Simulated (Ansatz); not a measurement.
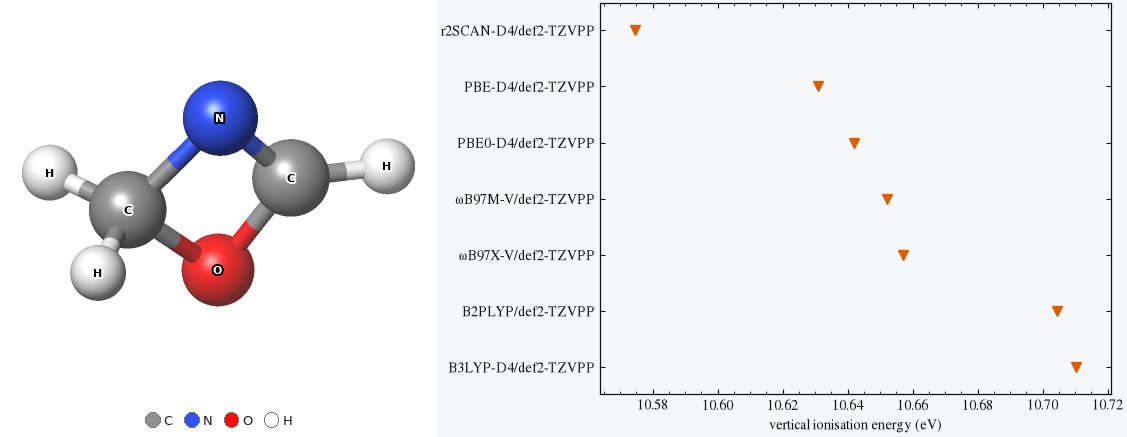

Vertical ionisation energy of C₂H₃NO, SMILES C1=NCO1, taken as the energy of the cation less that of the neutral at fixed geometry (unrestricted doublet cation, cores frozen in correlated methods, no spin-orbit coupling), the Ansatz code 0.2.0, at a PBE0-D4/def2-TZVP geometry (a minimum by its frequencies).

### What range do the values span?

From 10.57 eV (r2SCAN-D4/def2-TZVPP) to 10.71 eV (B3LYP-D4/def2-TZVPP).

### Give the values.

```tsv
level	eV
r2SCAN-D4/def2-TZVPP	10.57
PBE-D4/def2-TZVPP	10.63
PBE0-D4/def2-TZVPP	10.64
ωB97M-V/def2-TZVPP	10.65
ωB97X-V/def2-TZVPP	10.66
B2PLYP/def2-TZVPP	10.70
B3LYP-D4/def2-TZVPP	10.71
```
